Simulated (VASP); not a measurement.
Band structure of Al2In2As4 (ordered alloy cell). Computed with PBEsol GGA, VASP's PBE PAW potentials (set 64) (plane waves; VASP).

Unless said otherwise, spin-orbit coupling is left out, though it shifts the bands of the heavy elements here.

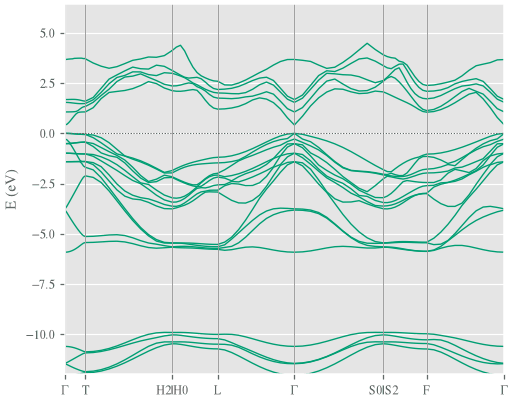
Figure: Bands along high-symmetry lines, zero at the valence-band maximum or, without a gap, the Fermi level

Problem. Read the plot: is there a gap, and where are the band edges?

Solution. The gap is direct, 0.42 eV, from the valence maximum at Γ to the conduction minimum at Γ. (Edges off the drawn lines would not show.)

The structure was generated: Al2In2As4 was put into an ordered model structure (R3m), which need not be its known phase. It was relaxed first.
